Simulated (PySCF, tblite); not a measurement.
# C6H11NSi2: infrared bands, NMR shifts and electronic excitations in gas and solvents

Aim: compute the infrared bands, NMR shifts and electronic excitations of C6H11NSi2 (`N#C/C=C/C[SiH2]/C=C\[SiH3]`), and see what a dielectric continuum does where one was used.

Computed with tblite 0.8.0 and PySCF 2.14.0, with density-fitted response routines of our own, on a single molecule, in the gas phase or a continuum. Atoms count from 0, in the outputs and in this text.

### 1 Starting geometry

20 atoms, charge 0, multiplicity 1; geometry from: force field or distance geometry start.

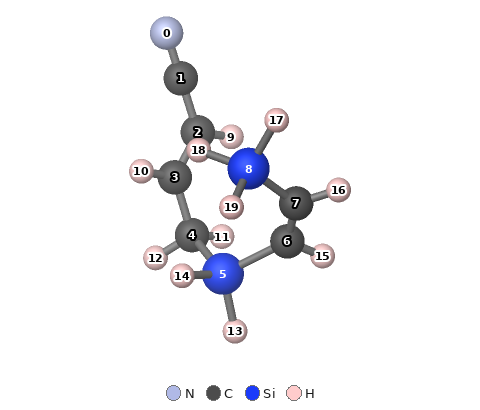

As it starts; nitrogen light blue, carbon dark grey, silicon blue, hydrogen pink, atoms numbered.

### 2 Geometry optimisation with GFN2-xTB

The job: settings as JSON, then the geometry in Å.

```
{"job": {"kind": "relax", "xc": "GFN2-xTB", "basis": "xTB"}, "charge": 0, "multiplicity": 1}
N      2.263100    -1.809600     3.254400
C      2.123800    -1.564100     2.117600
C      1.983100    -1.287500     0.745900
C      1.792000    -0.027500     0.274800
C      1.624200     0.304800    -1.167500
Si    -0.055200     1.031800    -1.643500
C     -1.414100    -0.168700    -1.340300
C     -2.208100    -0.329500    -0.264000
Si    -2.284600     0.570900     1.330500
H      1.998400    -2.131800     0.070000
H      1.770900     0.796300     0.986300
H      1.796200    -0.582200    -1.796200
H      2.396600     1.033300    -1.434700
H     -0.040200     1.375900    -3.086500
H     -0.292900     2.287100    -0.867500
H     -1.562200    -0.830200    -2.176100
H     -2.964700    -1.115100    -0.304000
H     -3.082600    -0.220100     2.304000
H     -0.917600     0.782300     1.862300
H     -2.931400     1.894700     1.131600
```

On the command line:

```bash
$ OMP_NUM_THREADS=1 python probes_run.py task.json out
```

One launch serves the whole session: the jobs run in the order shown.

The program printed:

```text
step      E/eV     max force
  0    -672.48456    2.711
  1    -672.40873    8.401
  2    -672.60270    1.430
  3    -672.62003    1.100
  4    -672.63903    0.209
  5    -672.64468    0.189
  6    -672.65281    0.269
  7    -672.65802    0.210
  8    -672.66127    0.111
  9    -672.66282    0.085
 10    -672.66379    0.095
 11    -672.66467    0.074
 12    -672.66564    0.083
 13    -672.66667    0.079
 14    -672.66769    0.084
 15    -672.66870    0.071
 16    -672.66966    0.067
 17    -672.67053    0.080
 18    -672.67128    0.071
 19    -672.67200    0.060
 20    -672.67284    0.065
 21    -672.67400    0.095
 22    -672.67551    0.121
 23    -672.67705    0.103
 24    -672.67823    0.089
 25    -672.67912    0.071
 26    -672.68000    0.076
 27    -672.68099    0.072
 28    -672.68201    0.070
 29    -672.68292    0.067
 30    -672.68374    0.073
 31    -672.68447    0.064
 32    -672.68503    0.041
 33    -672.68539    0.035
 34    -672.68570    0.052
 35    -672.68609    0.070
 36    -672.68661    0.072
 37    -672.68714    0.057
 38    -672.68761    0.048
 39    -672.68811    0.064
 40    -672.68878    0.083
 41    -672.68965    0.085
 42    -672.69055    0.069
 43    -672.69133    0.060
 44    -672.69208    0.082
 45    -672.69297    0.101
 46    -672.69397    0.095
 47    -672.69490    0.074
 48    -672.69580    0.074
 49    -672.69697    0.105
 50    -672.69852    0.133
 51    -672.70007    0.117
 52    -672.70117    0.064
 53    -672.70196    0.071
 54    -672.70283    0.081
 55    -672.70377    0.162
 56    -672.70470    0.106
 57    -672.70543    0.062
 58    -672.70607    0.053
 59    -672.70645    0.058
 60    -672.70731    0.053
 61    -672.70785    0.045
 62    -672.70827    0.045
 63    -672.70852    0.035
 64    -672.70870    0.024
 65    -672.70881    0.019
 66    -672.70889    0.021
 67    -672.70899    0.027
 68    -672.70914    0.029
 69    -672.70931    0.029
 70    -672.70944    0.029
 71    -672.70953    0.022
 72    -672.70958    0.016
 73    -672.70963    0.015
 74    -672.70967    0.013
 75    -672.70971    0.011
 76    -672.70974    0.012
 77    -672.70978    0.011
 78    -672.70983    0.014
 79    -672.70987    0.018
 80    -672.70992    0.014
 81    -672.70996    0.016
 82    -672.71001    0.015
 83    -672.71008    0.021
 84    -672.71015    0.030
 85    -672.71021    0.021
 86    -672.71024    0.010
```

It took 0.64 s on 1 thread of Arm Neoverse V2, shared host; peak memory 0.18 GiB.

Along the way: (not every step is listed) (the energy doesn't fall at every step)

```
step  energy from step 0 (eV)  largest force (eV/Å)
   0                   0.0000                2.7111
   1                   0.0758                8.4012
   2                  -0.1181                1.4298
   3                  -0.1355                1.1002
   4                  -0.1545                0.2094
   5                  -0.1601                0.1888
   6                  -0.1683                0.2686
   7                  -0.1735                0.2104
   8                  -0.1767                0.1114
  15                  -0.1841                0.0708
  22                  -0.1910                0.1210
  29                  -0.1984                0.0671
  36                  -0.2020                0.0724
  43                  -0.2068                0.0603
  50                  -0.2140                0.1327
  57                  -0.2209                0.0619
  64                  -0.2241                0.0239
  71                  -0.2250                0.0222
  78                  -0.2253                0.0141
  81                  -0.2254                0.0157
  82                  -0.2255                0.0151
  83                  -0.2255                0.0215
  84                  -0.2256                0.0299
  85                  -0.2256                0.0214
  86                  -0.2257                0.0099
```

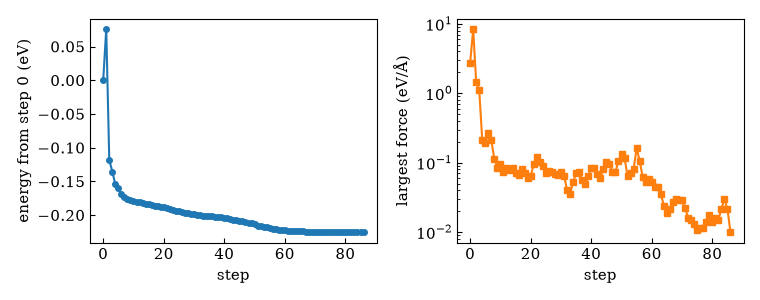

Energy and force, step by step.

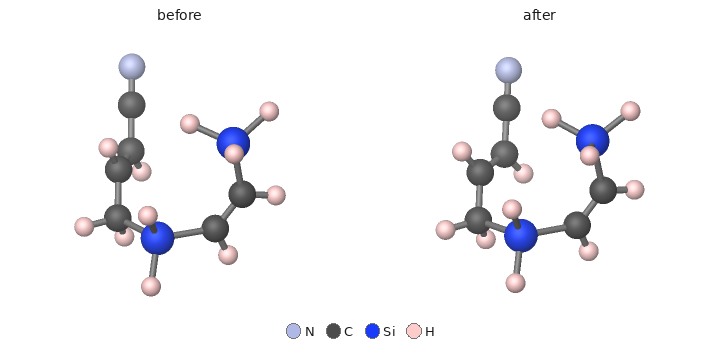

The geometry before (left) and after (right).

Distances of close pairs at the start and the end, largest changes first:

```
   bond  before (Å)  after (Å)  change (Å)
 C7–Si8       1.833      1.887      +0.054
 C4–Si5       1.891      1.932      +0.041
 Si5–C6       1.838      1.879      +0.040
Si5–H14       1.495      1.463      -0.032
  N0–C1       1.171      1.148      -0.023
Si8–H17       1.487      1.464      -0.023
  C2–C3       1.359      1.338      -0.021
Si8–H19       1.487      1.467      -0.020
```

The final coordinates are the input of the step that follows.

### 3 Infrared spectrum with GFN2-xTB

The job: settings as JSON, then the geometry in Å.

```
{"job": {"kind": "ir", "xc": "GFN2-xTB", "basis": "xTB"}, "charge": 0, "multiplicity": 1}
N      1.766759    -1.663799     3.172147
C      1.695246    -1.449207     2.046250
C      1.607361    -1.184515     0.671437
C      1.834322     0.033194     0.166543
C      1.695130     0.382860    -1.255114
Si    -0.070334     1.100890    -1.571779
C     -1.281376    -0.304053    -1.273199
C     -2.012372    -0.532825    -0.182923
Si    -2.101632     0.515533     1.383805
H      1.344982    -2.023640     0.039863
H      2.088772     0.841405     0.840898
H      1.833492    -0.494869    -1.886318
H      2.432089     1.131731    -1.539613
H     -0.119339     1.505947    -2.982731
H     -0.281239     2.249764    -0.690643
H     -1.361809    -1.012308    -2.096505
H     -2.644273    -1.417349    -0.181344
H     -3.022915    -0.157651     2.301136
H     -0.777052     0.648829     1.990674
H     -2.630963     1.840741     1.044379
```

The program printed:

```text
mode    cm-1     km/mol
  1      30.0      1.58
  2      37.2      0.59
  3      53.7      0.92
  4      64.4      0.06
  5     101.3      3.99
  6     130.3      0.63
  7     149.0      0.24
  8     171.2      4.62
  9     255.8      0.40
 10     304.8      3.99
 11     360.6      6.18
 12     387.8      0.99
 13     480.1     30.53
 14     490.9     52.18
 15     524.5     23.24
 16     539.2      7.51
 17     571.8     58.00
 18     592.6     81.80
 19     645.5     44.68
 20     659.0     19.16
 21     680.2     31.17
 22     711.7    205.79
 23     761.5     49.52
 24     769.4    154.16
 25     773.6     41.06
 26     784.0    254.82
 27     789.2    179.55
 28     791.8    263.20
 29     818.9    240.46
 30     962.1      0.18
 31     977.6     13.18
 32    1006.1     34.15
 33    1085.4      1.81
 34    1154.4     94.89
 35    1168.0     69.73
 36    1197.0      6.20
 37    1253.7      0.46
 38    1286.4      3.25
 39    1339.7      3.92
 40    1462.8      7.45
 41    1630.4      1.78
 42    1651.2    155.38
 43    2218.6    412.84
 44    2231.7    211.84
 45    2259.5    340.16
 46    2264.9    155.63
 47    2268.9    328.15
 48    2365.5    277.72
 49    2957.1     52.82
 50    2989.3      9.85
 51    2990.2     72.89
 52    3001.0     30.13
 53    3048.7      0.60
 54    3060.5     52.27
```

Run time: 0.82 s. Hardware: 1 thread of Arm Neoverse V2, shared host; peak memory 0.18 GiB.

Which atoms move in the most intense modes:

```
cm⁻¹  km/mol                                  atoms
 784   254.8                     H18 38 %, H17 35 %
 792   263.2                     H19 42 %, H17 28 %
 819   240.5  H12 15 %, Si5 14 %, C4 14 %, H11 11 %
2219   412.8                               H13 95 %
2232   211.8                               H19 92 %
2260   340.2                     H17 56 %, H14 31 %
2269   328.1                     H18 46 %, H14 42 %
2366   277.7                       C1 61 %, N0 38 %
```

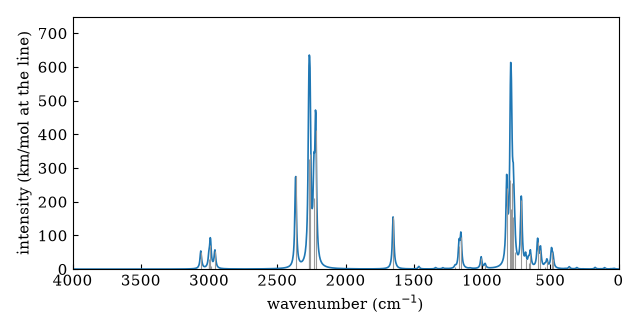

The infrared spectrum from these modes, unscaled. Lines are broadened to a width of 14 cm⁻¹ (Lorentzian).

### 4 Optimising the geometry at PBE0-D3(BJ)/def2-SVP

The job: settings as JSON, then the geometry in Å.

```
{"job": {"xc": "PBE0", "basis": "def2-SVP", "d3": "d3bj", "grid": 1, "shake": 0.01, "kind": "geom"}, "charge": 0, "multiplicity": 1}
N      1.787170    -1.689360     3.176330
C      1.689570    -1.453730     2.044090
C      1.587160    -1.186830     0.662780
C      1.867550     0.035450     0.163020
C      1.692320     0.376180    -1.265670
Si    -0.074240     1.105710    -1.574160
C     -1.271800    -0.306050    -1.272960
C     -1.996910    -0.527370    -0.187980
Si    -2.103460     0.520940     1.403160
H      1.342290    -2.026080     0.049890
H      2.079910     0.838490     0.849720
H      1.839300    -0.493950    -1.879620
H      2.403810     1.141940    -1.549210
H     -0.136030     1.508710    -2.975730
H     -0.285690     2.239000    -0.690380
H     -1.362340    -0.998250    -2.089030
H     -2.642330    -1.406230    -0.183400
H     -3.032170    -0.151810     2.306960
H     -0.779200     0.641000     1.992970
H     -2.655900     1.847640     1.049290
```

The program printed:

```text
step   0  E = -867.95286678  max force = 0.026895
step   1  E = -867.95932474  max force = 0.011124
step   2  E = -867.95960065  max force = 0.001978
step   3  E = -867.95958296  max force = 0.006637
step   4  E = -867.95979585  max force = 0.001048
step   5  E = -867.95981002  max force = 0.001146
step   6  E = -867.95983352  max force = 0.000677
step   7  E = -867.95985772  max force = 0.000982
step   8  E = -867.95989372  max force = 0.000629
step   9  E = -867.95998893  max force = 0.000843
step  10  E = -867.96003937  max force = 0.001007
step  11  E = -867.96013930  max force = 0.001010
step  12  E = -867.96014516  max force = 0.000873
step  13  E = -867.96018839  max force = 0.000870
step  14  E = -867.96023035  max force = 0.000462
step  15  E = -867.96029760  max force = 0.000408
step  16  E = -867.96039802  max force = 0.000841
step  17  E = -867.96057079  max force = 0.000968
step  18  E = -867.96083905  max force = 0.001646
step  19  E = -867.96101661  max force = 0.002609
step  20  E = -867.96096160  max force = 0.003159
step  21  E = -867.96125528  max force = 0.001233
step  22  E = -867.96131815  max force = 0.000489
step  23  E = -867.96134195  max force = 0.000468
step  24  E = -867.96134727  max force = 0.000305
optimisation converged
```

Run time: 7.6 min. Hardware: 1 thread of Arm Neoverse V2, shared host; peak memory 0.91 GiB.

Relaxation path: (the energy doesn't fall at every step)

```
step  energy from step 0 (eV)  largest force component (eV/Å)
   0                   0.0000                          1.3830
   1                  -0.1757                          0.5720
   2                  -0.1832                          0.1017
   3                  -0.1828                          0.3413
   4                  -0.1885                          0.0539
   5                  -0.1889                          0.0589
   6                  -0.1896                          0.0348
   7                  -0.1902                          0.0505
   8                  -0.1912                          0.0323
   9                  -0.1938                          0.0433
  10                  -0.1952                          0.0518
  11                  -0.1979                          0.0519
  12                  -0.1981                          0.0449
  13                  -0.1992                          0.0447
  14                  -0.2004                          0.0238
  15                  -0.2022                          0.0210
  16                  -0.2049                          0.0432
  17                  -0.2096                          0.0498
  18                  -0.2169                          0.0846
  19                  -0.2218                          0.1342
  20                  -0.2203                          0.1624
  21                  -0.2283                          0.0634
  22                  -0.2300                          0.0251
  23                  -0.2306                          0.0241
  24                  -0.2308                          0.0157
```

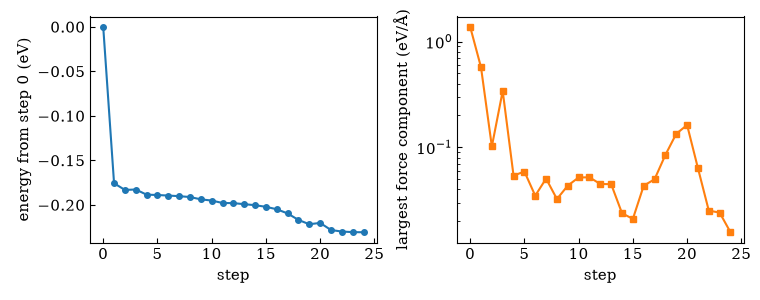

Energy and largest force along the relaxation.

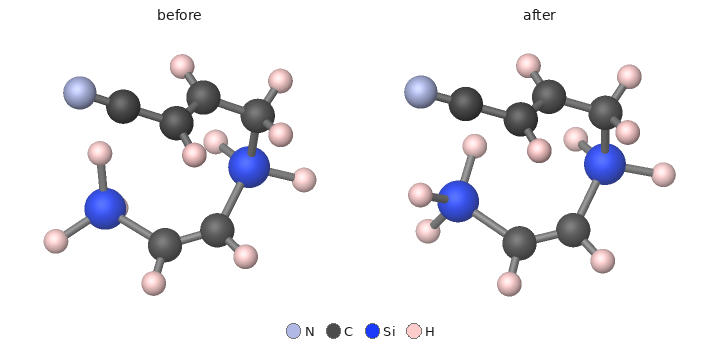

Before and after, at one scale.

Distances of close pairs at the start and the end, largest changes first:

```
   bond  before (Å)  after (Å)  change (Å)
Si5–H14       1.453      1.492      +0.039
Si8–H18       1.455      1.492      +0.037
Si5–H13       1.460      1.494      +0.035
Si8–H17       1.460      1.492      +0.032
 C7–Si8       1.908      1.880      -0.029
  C2–H9       1.068      1.095      +0.027
 C6–H15       1.074      1.101      +0.027
 C4–H11       1.075      1.102      +0.027
```

The end geometry stands in the next job.

```
                         at the end point                value
  point group (found at 0.08 Å tolerance)                   C1
rotational constants (GHz, main isotopes)  1.302, 0.857, 0.583
                        dipole moment (D)                 4.60
```

### 5 Nuclear shieldings: PBE0/pcSseg-1

The job: settings as JSON, then the geometry in Å.

```
{"job": {"kind": "nmr", "xc": "PBE0", "basis": "pcSseg-1"}, "charge": 0, "multiplicity": 1}
N      1.836999    -1.659864     3.330749
C      1.823819    -1.475040     2.184908
C      1.797595    -1.264719     0.776780
C      2.015842    -0.057593     0.220070
C      1.946195     0.229701    -1.228720
Si     0.248523     0.958812    -1.724644
C     -1.080705    -0.335872    -1.458817
C     -1.732158    -0.640650    -0.319984
Si    -1.581583     0.152884     1.377127
H      1.587139    -2.141991     0.156185
H      2.212176     0.788957     0.888159
H      2.089086    -0.681716    -1.831473
H      2.714044     0.961950    -1.527841
H      0.312610     1.287995    -3.181008
H      0.006191     2.211861    -0.951712
H     -1.323338    -0.934926    -2.350073
H     -2.460041    -1.465593    -0.370266
H     -1.218266    -0.887424     2.383242
H     -0.554646     1.234575     1.381553
H     -2.906634     0.733421     1.758018
```

Method: GIAO PBE0/pcSseg-1 NMR shielding, non-relativistic, gas phase.

The program printed:

```text
coarse grid: 17648 points
cycle   1  E = -868.1612065716  dE =  7.248e-01  |g| = 4.978e-01  |ddm| = 4.111e+00
cycle   2  E = -868.0338238182  dE =  1.274e-01  |g| = 9.097e-01  |ddm| = 1.209e+00
cycle   3  E = -868.2178294332  dE = -1.840e-01  |g| = 1.896e-01  |ddm| = 8.200e-01
cycle   4  E = -868.2257467556  dE = -7.917e-03  |g| = 4.438e-02  |ddm| = 1.711e-01
cycle   5  E = -868.2262345004  dE = -4.877e-04  |g| = 1.027e-02  |ddm| = 5.726e-02
cycle   6  E = -868.2262643867  dE = -2.989e-05  |g| = 1.921e-03  |ddm| = 1.386e-02
cycle   7  E = -868.2262653113  dE = -9.246e-07  |g| = 6.558e-04  |ddm| = 2.403e-03
final grid: 161184 points
cycle   8  E = -868.2783995067  dE = -3.299e-05  |g| = 6.475e-03  |ddm| = 3.366e-02
cycle   9  E = -868.2783960487  dE =  3.458e-06  |g| = 7.381e-03  |ddm| = 1.282e-02
cycle  10  E = -868.2784104659  dE = -1.442e-05  |g| = 9.148e-04  |ddm| = 7.271e-03
cycle  11  E = -868.2784106578  dE = -1.918e-07  |g| = 3.723e-04  |ddm| = 1.194e-03
cycle  12  E = -868.2784106937  dE = -3.597e-08  |g| = 8.087e-05  |ddm| = 3.671e-04
cycle  13  E = -868.2784106953  dE = -1.570e-09  |g| = 2.529e-05  |ddm| = 8.674e-05
cycle  14  E = -868.2784106954  dE = -1.071e-10  |g| = 1.583e-05  |ddm| = 3.005e-05
converged SCF energy = -868.2784106954

GIAO shielding tensors (ppm)
atom      isotropic    diamagn.    paramagn.     s11        s22        s33       span
  0 N      -55.039     339.942    -394.981   -212.355   -182.531    229.770    442.124
  1 C       61.218     259.662    -198.443    -54.159    -53.341    291.155    345.314
  2 C       77.746     257.407    -179.661    -23.502    104.935    151.805    175.307
  3 C       22.885     257.855    -234.970   -105.156     15.665    158.146    263.302
  4 C      161.200     254.308     -93.108    143.293    160.749    179.558     36.265
  5 Si     407.265     881.590    -474.324    378.602    411.607    431.587     52.984
  6 C       35.744     260.976    -225.232    -80.218     15.249    172.202    252.420
  7 C       23.969     260.979    -237.009    -96.541     -4.462    172.911    269.452
  8 Si     428.638     882.324    -453.686    412.579    416.806    456.528     43.949
  9 H       26.333      31.658      -5.325     24.095     25.140     29.765      5.670
 10 H       24.550      32.845      -8.295     21.263     24.939     27.446      6.183
 11 H       29.523      30.974      -1.451     25.763     28.104     34.701      8.938
 12 H       29.279      28.901       0.378     24.963     27.180     35.694     10.730
 13 H       26.939      29.106      -2.167     23.748     24.700     32.370      8.622
 14 H       26.683      30.375      -3.692     23.834     25.463     30.751      6.918
 15 H       24.432      30.773      -6.341     22.585     24.280     26.431      3.845
 16 H       23.957      30.614      -6.657     21.957     23.688     26.225      4.268
 17 H       26.849      31.913      -5.064     23.525     26.229     30.793      7.269
 18 H       27.082      32.743      -5.661     24.408     27.484     29.355      4.947
 19 H       27.121      29.402      -2.280     24.081     24.762     32.521      8.441
```

Run time: 38 s. Hardware: 1 thread of Arm Neoverse V2, shared host; peak memory 0.97 GiB.

The references, computed at this level on geometries of the same kind, shield at (ppm): ¹H TMS 31.27, ¹³C TMS 184.4, ²⁹Si TMS 352.0, ¹⁵N NH3 265.7. Their shielding less the atom's gives the shift. The references are single molecules in the gas phase, so shifts against H2O, NH3, PH3, H3PO4 or CFCl3 are not on the usual liquid scales and can be off by tens of ppm. Atoms listed in one row are averaged.

```
        atoms                                  environment  σ (ppm)  δ (ppm)  δ scaled to CDCl3
           C3                                    alkene CH     22.9    161.5              156.3
           C7                                    alkene CH     24.0    160.4              155.3
           C6                                    alkene CH     35.7    148.7              143.8
           C1                               nitrile carbon     61.2    123.2              119.1
           C2                                    alkene CH     77.7    106.7              103.1
           C4                 allylic sp3 CH2 bonded to Si    161.2     23.2               22.0
          H16                     hydrogen on an alkene CH    23.96     7.31               7.14
          H15                     hydrogen on an alkene CH    24.43     6.83               6.69
          H10                     hydrogen on an alkene CH    24.55     6.72               6.58
           H9                     hydrogen on an alkene CH    26.33     4.93               4.89
     H13, H14          hydrogen on a silicon bonded to 2 C    26.81     4.46                  –
H17, H18, H19            hydrogen on a silicon bonded to C    27.02     4.25                  –
     H11, H12  hydrogen on an allylic sp3 CH2 bonded to Si    29.40     1.87               1.98
           N0                             nitrile nitrogen    -55.0    320.7                  –
          Si5                   silicon bonded to 2 C, 2 H    407.3    -55.3                  –
          Si8                     silicon bonded to C, 3 H    428.6    -76.6                  –
```

The scaled column applies a straight-line fit of computed shieldings to shifts measured in CDCl3 (root-mean-square error 0.21 ppm for H, 2.0 ppm for C).

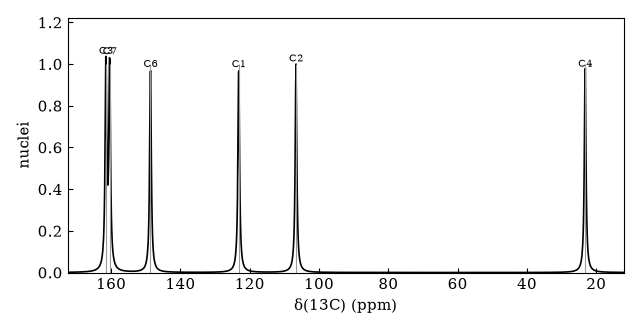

¹³C lines at the computed shifts, without couplings. Lines are broadened to a width of 0.55 ppm (Lorentzian).

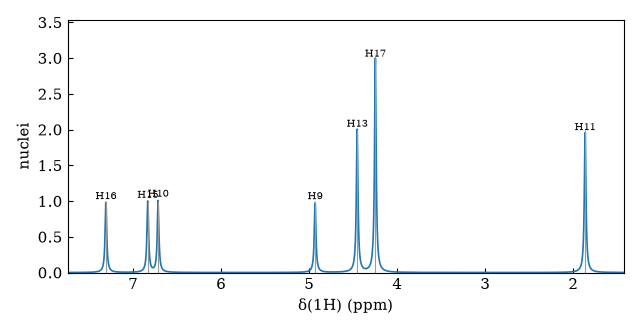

¹H lines at the computed shifts, without couplings. Lines are broadened to a width of 0.02 ppm (Lorentzian).

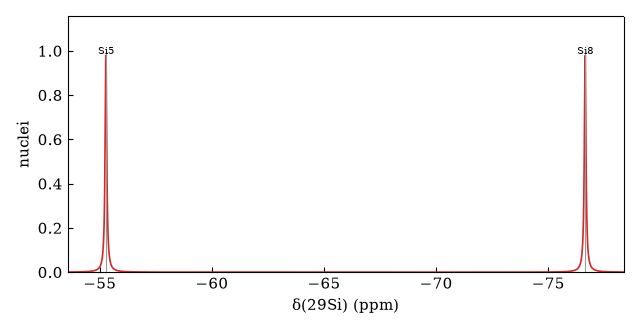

²⁹Si lines at the computed shifts, without couplings. Lines are broadened to a width of 0.09 ppm (Lorentzian).

The run also stored atomic charges by several schemes (e):

```
atoms  Mulliken    IAO  Hirshfeld  ESP fit
   N0     -0.26  -0.25      -0.22    -0.48
   C1      0.12   0.13       0.07     0.48
   C2     -0.16  -0.22      -0.04    -0.51
   C3     -0.13  -0.07       0.00     0.06
   C4     -0.47  -0.53      -0.15    -0.43
  Si5      0.63   0.75       0.34     0.51
   C6     -0.42  -0.41      -0.13    -0.30
   C7     -0.39  -0.39      -0.12    -0.26
  Si8      0.52   0.58       0.30     0.35
```

Mulliken charges:

N0 -0.26; C1 0.12; C2 -0.16; C3 -0.13; C4 -0.47; Si5 0.63; C6 -0.42; C7 -0.39; Si8 0.52; H9 0.14; H10 0.14; H11 0.16; H12 0.17; H13 -0.07; H14 -0.04; H15 0.14; H16 0.14; H17 -0.04; H18 -0.09; H19 -0.07

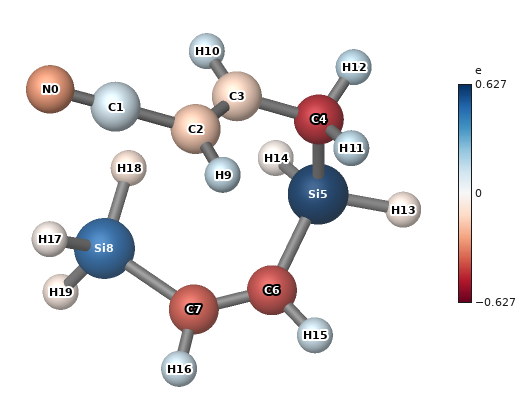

Mulliken charges, as colours on the atoms.

Mayer bond orders: N0–C1 2.99, C1–C2 1.07, C2–C3 1.76, C3–C4 1.08, C4–Si5 0.85, Si5–C6 0.90, C6–C7 1.94, C7–Si8 0.88.

[end of part 1 of 2]
